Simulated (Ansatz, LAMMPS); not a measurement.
# Structural relaxation of a frame of liquid hydrogen fluoride from 273 K (98 atoms), part 3 of 3

Wanted: the relaxed structure of a frame of liquid hydrogen fluoride from 273 K (98 atoms) and its electronic structure.

Ansatz 0.2.0; Kohn-Sham DFT, PBE, PAW (set soft_2), plane waves.

The cell: 49 F and 49 H. The starting topology of bonds comes from the classical model. Sampling is at Γ alone, for a cell whose shortest periodic width is 12 Å.

So far, density (g/cm³): step 5 (distances and neighbours after relaxation) 1.00.

## 6. Single point at the relaxed geometry

One more single point at the end of the walk gives the fuller output and checks the residual forces.

input.yaml reads:

```yaml
crystal:
  lattice:
    - [11.75571, 0.0, 0.0]
    - [0.0, 11.75571, 0.0]
    - [0.0, 0.0, 11.75571]
  atoms:
    - { symbol: F, position: [0.91192, 0.68187, 0.31186] }
    - { symbol: H, position: [0.89408, 0.70292, 0.39113] }
    - { symbol: F, position: [0.22432, 0.06138, 0.70981] }
    - { symbol: H, position: [0.17337, 0.05779, 0.64264] }
    - { symbol: F, position: [0.1507, 0.58643, 0.40687] }
    - { symbol: H, position: [0.14119, 0.57155, 0.32398] }
    - { symbol: F, position: [0.33362, 0.43107, 0.31742] }
    - { symbol: H, position: [0.39119, 0.40399, 0.26222] }
    - { symbol: F, position: [0.69122, 0.30725, 0.50508] }
    - { symbol: H, position: [0.64328, 0.36943, 0.47479] }
    - { symbol: F, position: [0.94598, 0.52181, 0.01324] }
    - { symbol: H, position: [0.98948, 0.56601, 0.95578] }
    - { symbol: F, position: [0.07914, 0.2738, 0.97908] }
    - { symbol: H, position: [0.01593, 0.21829, 0.9765] }
    - { symbol: F, position: [0.91013, 0.87789, 0.72259] }
    - { symbol: H, position: [0.98552, 0.85162, 0.69459] }
    - { symbol: F, position: [0.86699, 0.37262, 0.77731] }
    - { symbol: H, position: [0.92354, 0.35075, 0.7184] }
    - { symbol: F, position: [0.70295, 0.97101, 0.39447] }
    - { symbol: H, position: [0.66651, 0.03368, 0.43767] }
    - { symbol: F, position: [0.13466, 0.3452, 0.16481] }
    - { symbol: H, position: [0.10969, 0.31629, 0.08973] }
    - { symbol: F, position: [0.05271, 0.1066, 0.21168] }
    - { symbol: H, position: [0.04806, 0.02282, 0.20227] }
    - { symbol: F, position: [0.09569, 0.04475, 0.54966] }
    - { symbol: H, position: [0.09175, 0.10374, 0.48886] }
    - { symbol: F, position: [0.66708, 0.63875, 0.40173] }
    - { symbol: H, position: [0.62656, 0.70961, 0.37843] }
    - { symbol: F, position: [0.50677, 0.11148, 0.25654] }
    - { symbol: H, position: [0.50473, 0.11015, 0.17208] }
    - { symbol: F, position: [0.47011, 0.36549, 0.17702] }
    - { symbol: H, position: [0.53869, 0.41349, 0.1672] }
    - { symbol: F, position: [0.88096, 0.74128, 0.50839] }
    - { symbol: H, position: [0.83237, 0.70115, 0.5643] }
    - { symbol: F, position: [0.34217, 0.0545, 0.36688] }
    - { symbol: H, position: [0.40745, 0.07687, 0.31832] }
    - { symbol: F, position: [0.57172, 0.45801, 0.42854] }
    - { symbol: H, position: [0.60852, 0.53295, 0.41694] }
    - { symbol: F, position: [0.68722, 0.27079, 0.78621] }
    - { symbol: H, position: [0.76059, 0.31185, 0.78019] }
    - { symbol: F, position: [0.14261, 0.78216, 0.46923] }
    - { symbol: H, position: [0.14657, 0.70212, 0.4419] }
    - { symbol: F, position: [0.38493, 0.89202, 0.15169] }
    - { symbol: H, position: [0.43335, 0.85255, 0.09422] }
    - { symbol: F, position: [0.21453, 0.79753, 0.21781] }
    - { symbol: H, position: [0.28507, 0.83405, 0.18918] }
    - { symbol: F, position: [0.78065, 0.75124, 0.16754] }
    - { symbol: H, position: [0.83564, 0.72403, 0.22525] }
    - { symbol: F, position: [0.09681, 0.81262, 0.66642] }
    - { symbol: H, position: [0.11368, 0.79828, 0.58429] }
    - { symbol: F, position: [0.17064, 0.78243, 0.94144] }
    - { symbol: H, position: [0.15826, 0.85935, 0.91022] }
    - { symbol: F, position: [0.63742, 0.4854, 0.16074] }
    - { symbol: H, position: [0.67975, 0.48922, 0.08795] }
    - { symbol: F, position: [0.76663, 0.64233, 0.64994] }
    - { symbol: H, position: [0.74435, 0.68497, 0.71892] }
    - { symbol: F, position: [0.32607, 0.34677, 0.50607] }
    - { symbol: H, position: [0.33087, 0.38067, 0.42914] }
    - { symbol: F, position: [0.59803, 0.27599, 0.97144] }
    - { symbol: H, position: [0.63554, 0.27346, 0.8956] }
    - { symbol: F, position: [0.84091, 0.77814, 0.97131] }
    - { symbol: H, position: [0.81751, 0.76776, 0.05151] }
    - { symbol: F, position: [0.0404, 0.90249, 0.18596] }
    - { symbol: H, position: [0.11255, 0.86004, 0.19831] }
    - { symbol: F, position: [0.18244, 0.42325, 0.63333] }
    - { symbol: H, position: [0.24033, 0.39381, 0.57952] }
    - { symbol: F, position: [0.50734, 0.10793, 0.05007] }
    - { symbol: H, position: [0.54412, 0.17559, 0.01575] }
    - { symbol: F, position: [0.05284, 0.62652, 0.87147] }
    - { symbol: H, position: [0.09949, 0.69094, 0.8988] }
    - { symbol: F, position: [0.38858, 0.92239, 0.51877] }
    - { symbol: H, position: [0.37185, 0.97818, 0.45793] }
    - { symbol: F, position: [0.41873, 0.82044, 0.82635] }
    - { symbol: H, position: [0.4514, 0.87741, 0.77287] }
    - { symbol: F, position: [0.89483, 0.07784, 0.77204] }
    - { symbol: H, position: [0.90255, 0.99631, 0.75232] }
    - { symbol: F, position: [0.50297, 0.7986, 0.01238] }
    - { symbol: H, position: [0.47185, 0.80771, 0.9342] }
    [... 14 atom lines left out ...]
    - { symbol: F, position: [0.0056, 0.3183, 0.63505] }
    - { symbol: H, position: [0.07804, 0.36209, 0.63416] }
    - { symbol: F, position: [0.57709, 0.8147, 0.34776] }
    - { symbol: H, position: [0.62772, 0.88006, 0.36574] }
    - { symbol: F, position: [0.92225, 0.13895, 0.9678] }
    - { symbol: H, position: [0.91196, 0.11003, 0.88952] }
kpoints:
  mp_grid: { grid: [1, 1, 1] }
hamiltonian:
  xc: pbe
scf:
  occupations: { method: fermi_dirac, width: 0.025 }
output:
  forces: true
  stress: true
  populations: true
  dos:
    method: { smearing: { sigma: 0.08 } }
    de: 0.1
    projected: { site_lists: { F: [F], H: [H] } }
  eigenvalues: true
  write_density: true
  write_potential: true
  volumetric_format: npy
  elf: true
```

Started as:

```
$ ansatz run input.yaml --threads 4 --pin off --max-ram 8192MiB --backend cpu --events-out ev --progress --plain --runs-dir out
```

Numbers of over 12 decimals in the logs are rounded to 6 here.

The log of the run:

```text
[...]
Crystal: 98 atoms, lattice volume = 1624.601 Å³
Basis set: ecut = 420 eV, 31559 PW (Γ), exchange–correlation on 160×160×160 points (8 copies of the dense FFT grid, shifted against one another)
Bands: 294, of which v1, the nominal top of the filled ones, is band 196 counted from 1 (195 counted from 0)
Symmetry: 1 space group operations
[...]
k-points: 1
[...]
SCF iter   1: F=—  HF=-40406.331836 eV  |F-HF|=—  |Δ(HF+E_count)|=         —  Δρ=3.21e-3  dr2=9.25e-2  ethr=1.77e-3  ⟨swp⟩=6.0  Hψ=1217  notcnv=0  defer=40
[...]
SCF iter   7: F=-40406.274345 eV  HF=-40406.274345 eV  |F-HF|=1.32e-8  |Δ(HF+E_count)|=   6.00e-8  Δρ=2.88e-6  dr2=4.31e-8  ethr=2.55e-11  ⟨swp⟩=23.0  Hψ=2796  notcnv=0
SCF 1 converged in 7 iterations: F = -40406.274345 eV  dr2 = 4.31e-8
[...]
WARN: The output density's exchange-correlation potential varies sharply where the density is thin. Do not read a vacuum level from v_tot or v_xc, or from such a field of the output density. On a cell that repeats whose density bears no net charge and no dipole along the vacuum's axis use v_es (v_loc + v_h of the components); [...]
SCF converged after 7 iterations
Free energy (F): -40406.274345 eV
[...]
Internal energy: -40406.274345 eV  (E = F + TS)
E sigma→0 (E₀):  -40406.274345 eV
Fermi energy:    -2.694682 eV
[...]
--- Forces (eV/Å), atoms counted from 1 ---
  atom   1  F     -0.00156850     0.00067295     0.00298198
  atom   2  H      0.00019740    -0.00005376    -0.00112161
  atom   3  F     -0.00049675    -0.00044531     0.00100524
  atom   4  H      0.00012662    -0.00004625     0.00038290
  atom   5  F      0.00008612    -0.00036034    -0.00053073
  atom   6  H      0.00000778     0.00020571    -0.00084852
  atom   7  F     -0.00123136     0.00053931     0.00189293
  atom   8  H      0.00100590    -0.00048126    -0.00162779
  atom   9  F     -0.00057459     0.00222868    -0.00193532
  atom  10  H      0.00341327    -0.00450755     0.00117795
  atom  11  F      0.00074026     0.00005105    -0.00049529
  atom  12  H      0.00010840    -0.00031128     0.00040040
  atom  13  F      0.00179988     0.00103376     0.00099002
  atom  14  H     -0.00199397    -0.00197309    -0.00005481
[...]
atom  97  F      0.00069262    -0.00007506     0.00004636
  atom  98  H     -0.00015180    -0.00000779    -0.00027108
  max |Σ_I F_I| component: 5.98e-5 eV/Å
--- Stress (GPa, compression-positive) ---
        0.031999      -0.013686       0.015442
       -0.013686      -0.010181       0.000244
        0.015442       0.000243      -0.043831
  P = ⅓ Tr σ = -0.0073 GPa (-0.073 kbar)
--- Band table (eV) ---
[...]
--- Löwdin populations: 98 sites ---
  site symbol       q [e]
     0      F      7.4214
     1      H      0.5224
     2      F      7.4233
[...]
97      H      0.5237
  spilling = 0.006492 (of n_electrons = 392.000000)
```

Elapsed: 6.9 s, on 4 threads of Intel Xeon 6975P-C (Granite Rapids), shared host; peak memory 1.6 GiB.

The program notes that the exchange-correlation potential is rough where the density is thin.

Read from the output:

* free energy: -40406.2743 eV
* free energy per atom: -412.3089 eV/atom
* SCF cycles: 7
* pressure: -0.007338 GPa
* r.m.s. force component: 0.00164 eV/Å
* longest force: 0.00884 eV/Å
* Fermi energy: -2.695 eV
* gap (highest filled to lowest empty level): 7.74 eV
* spilling of the projection: 0.006492

Löwdin charges by element (they lack the spilled electrons, 0.026 e an atom on average):

| element | coordination | atoms | mean charge (e) | spread | least | most |
| --- | --- | --- | --- | --- | --- | --- |
| F | all | 49 | -0.425 | 0.0035 | -0.431 | -0.418 |
| H | all | 49 | 0.477 | 0.0019 | 0.472 | 0.481 |

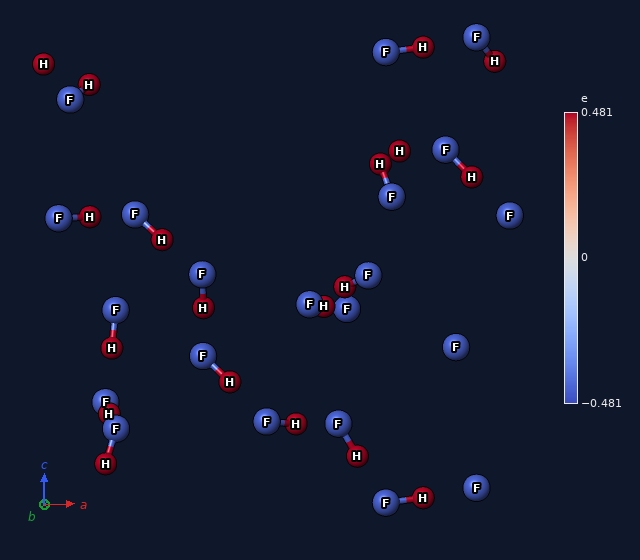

Atoms coloured by Löwdin charge. Drawn is a slice 5 Å thick, seen along the normal of the ac plane. Bonds to atoms that aren't drawn are left out.

States in the cell by windows of 1 eV, zero at the Fermi level; the larger projections on atomic orbitals stand beside the total:

| from (eV) | to (eV) | total | F p | H s |
| --- | --- | --- | --- | --- |
| -18 | -10 | 0.0 | 0.0 | 0.0 |
| -10 | -9 | 36.5 | 27.3 | 7.2 |
| -9 | -8 | 19.2 | 15.0 | 2.7 |
| -8 | -7 | 26.3 | 21.8 | 2.3 |
| -7 | -6 | 16.0 | 13.7 | 0.9 |
| -6 | -5 | 4.3 | 4.2 | 0.0 |
| -5 | -4 | 184.1 | 183.1 | 0.3 |
| -4 | -3 | 7.6 | 7.6 | 0.0 |
| -3 | 3 | 0.0 | 0.0 | 0.0 |
| 3 | 4 | 2.0 | 0.1 | 1.2 |
| 4 | 5 | 0.5 | 0.0 | 0.3 |

The curve was stored every 0.10 eV, coarse against its broadening of 0.08 eV, so these counts are rough.

Between -26 and -18 eV lie 98 more states.

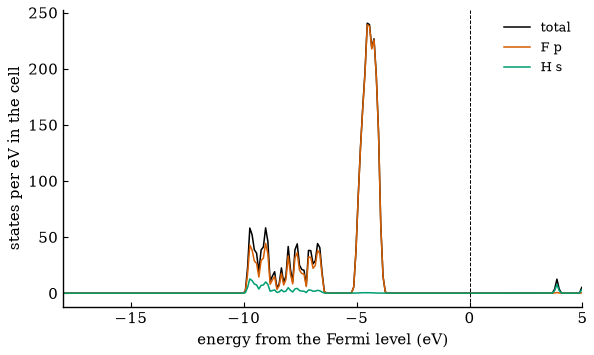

Total and projected density of states, with the broadening of the input.

The levels nearest the highest filled one (over half full), pooled over k-points and spins:

| level less the highest filled one (eV) | occupation |
| --- | --- |
| -0.152 | 2 |
| -0.139 | 2 |
| -0.135 | 2 |
| -0.0898 | 2 |
| -0.0772 | 2 |
| 0 | 2 |
| 7.74 | 0 |
| 8.93 | 0 |
| 9.01 | 0 |
| 9.04 | 0 |
| 9.09 | 0 |
| 9.13 | 0 |

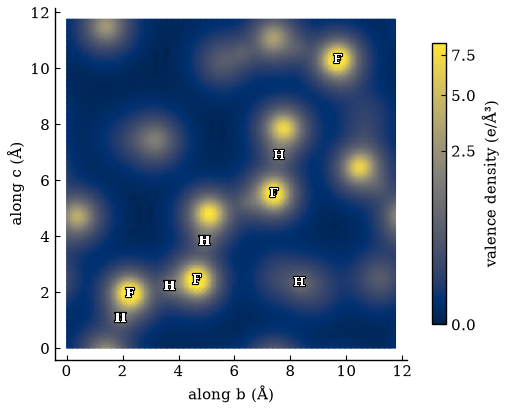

Valence density in the bc plane at fractional x = 0.126, with atoms of H and F within 0.2 Å of it. It is the smooth field of the valence electrons, not physical close to the nuclei. The map starts off the cell's origin, so that atoms lie inside it. The colour scale is stretched toward low values.

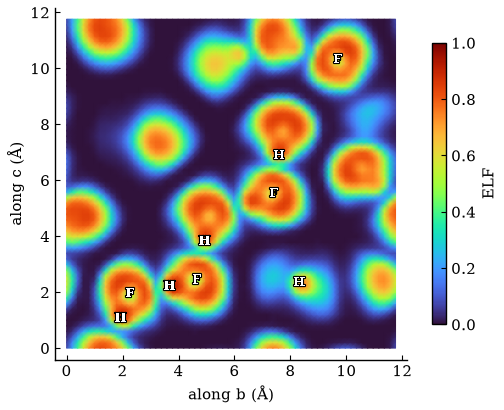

ELF in the bc plane at fractional x = 0.126, with atoms of H and F within 0.2 Å of it. It is the smooth field of the valence electrons, not physical close to the nuclei. The map starts off the cell's origin, so that atoms lie inside it.

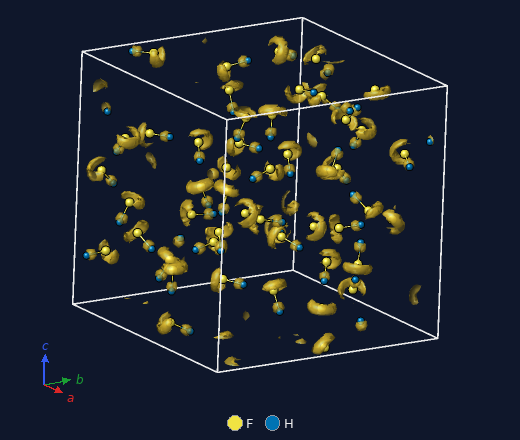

Surface of ELF = 0.83. Bonds to atoms that aren't drawn are left out.

Mean Löwdin charges: F -0.43, H +0.48 e (they miss 0.65 % of the electrons, so they add up to more than the cell's charge). The largest share in the top eV of filled states is F p (100 % of the projected weight), and in the lowest eV of empty states H s (79 % of the projected weight).

The surroundings of H26, picked at random, nearest first, numbered as they follow in the input and with coordinates relative to it.

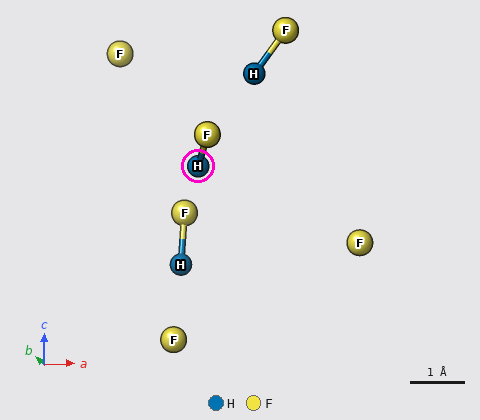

The atoms of the table, within 3.3 Å (arrows a, b, c point along x, y, z); some may hide others; the central atom is ringed.

| atom | x | y | z | distance (Å) | Löwdin charge (e) |
| --- | --- | --- | --- | --- | --- |
| H26 | 0.00 | 0.00 | 0.00 | 0.00 | 0.48 |
| F25 | 0.05 | -0.69 | 0.71 | 1.00 | -0.43 |
| F91 | -0.08 | 0.95 | -1.04 | 1.41 | -0.42 |
| H92 | -0.22 | 0.57 | -1.94 | 2.03 | 0.48 |
| H4 | 0.96 | -0.54 | 1.81 | 2.12 | 0.47 |
| F3 | 1.56 | -0.50 | 2.60 | 3.07 | -0.42 |
| F93 | -1.01 | 2.52 | 1.72 | 3.22 | -0.43 |
| F23 | -0.46 | 0.03 | -3.26 | 3.29 | -0.43 |
| F35 | 2.94 | -0.58 | -1.43 | 3.33 | -0.43 |

## 7. Results

| Property | Result |
| --- | --- |
| energy change in the relaxation | -94.78 meV/atom |
| r.m.s. displacement | 1.404 Å |
| largest displacement | 2.4 Å |
| free energy per atom | -412.3089 eV/atom |
| pressure | -0.007338 GPa |
| r.m.s. force component | 0.00164 eV/Å |
| gap (highest filled to lowest empty level) | 7.74 eV |
| wall time of the 3 DFT runs | 3.5 min |

What this shows: Relaxation lowers the energy by 94.8 meV/atom and moves atoms by 1.4 Å r.m.s.; the r.m.s. force component goes from 0.69 to 0.0016 eV/Å, the pressure goes from 3.3 to -0.0073 GPa, and the gap from 7.10 to 7.74 eV. First to last step the energy falls by 9.289 eV; the largest move, 2.40 Å, is that of F93. The highest filled and lowest empty levels differ by 7.74 eV (at Γ alone); a semilocal functional tends to put such gaps too low. In a disordered cell it changes from sample to sample and from frame to frame.

What to keep in mind: The network of bonds at the start is that of the classical potential that made the cell; in DFT atoms moved by 1.4 Å r.m.s.

[Logs are printed without paths, hosts, clocks, repeated set-up lines and the standing remarks that a program may print on its own settings, such as how far it seeks lower states.]

[Hosts, paths, dates, database ids (printed as entryN), source tags and the programs' standing remarks are cut or masked in the printed files.]
